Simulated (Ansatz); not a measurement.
W under a change: Li interstitial (started 1.58 Å from the nearest host atom)

Base system: an 8-atom supercell of W in the bcc (W type) structure (space group Im-3m, No. 229; a = 3.154 Å) at its relaxed geometry.

The change: one Li atom is added in an open site, starting 1.58 Å from the nearest host atom, atoms relaxed at fixed cell, starting from a slightly rattled geometry.

The values are results of Ansatz (a first-principles code) PBEsol, without spin-orbit coupling, not measurements. k-mesh 8×8×8 (Γ-centred); smearing 0.05 eV (Fermi–Dirac).

| quantity | base | changed | shift |
|---|---|---|---|
| pressure | -0.3 GPa | 25.7 GPa | +26.08 GPa |
| largest displacement of a host atom from its site in the perfect cell | – | 0.35 Å | – |
| final site of the added atom | – | 6 W at 1.93–2.17 Å (octahedral) | – |

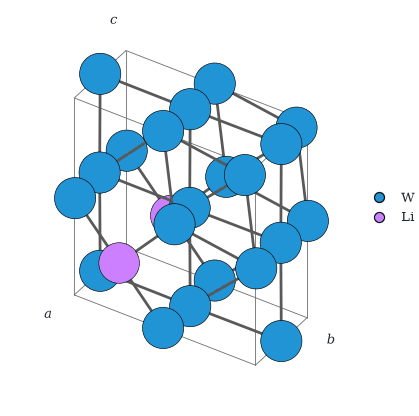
The relaxed cell after the change

In so small a cell the defect repeats every few ångströms: this is an ordered compound, not a dilute defect. The final runs are not spin-polarised. The defect cell is not spin-polarised.
